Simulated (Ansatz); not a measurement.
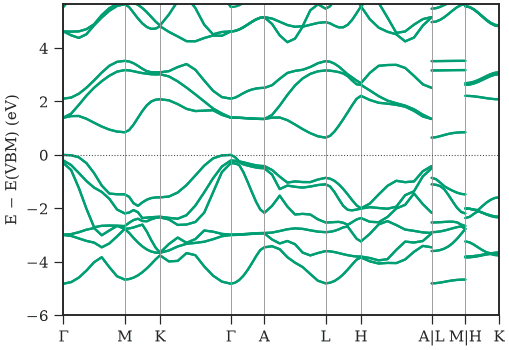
Figure: Band structure from the program Ansatz at the PBE+D3(BJ) with spin–orbit coupling level (PAW)

### Question
Read off the gap and where the band edges lie.

### Answer
About 0.6 eV (0.65 eV by a search for the band edges); maximum at Γ, minimum at L.

The material is ZrS2 (CdI2 type, P-3m1).

Symmetry was held in the PBE+D3(BJ) relaxation. The run is not spin-polarised.

Potentials: the later of the program's two PAW sets.
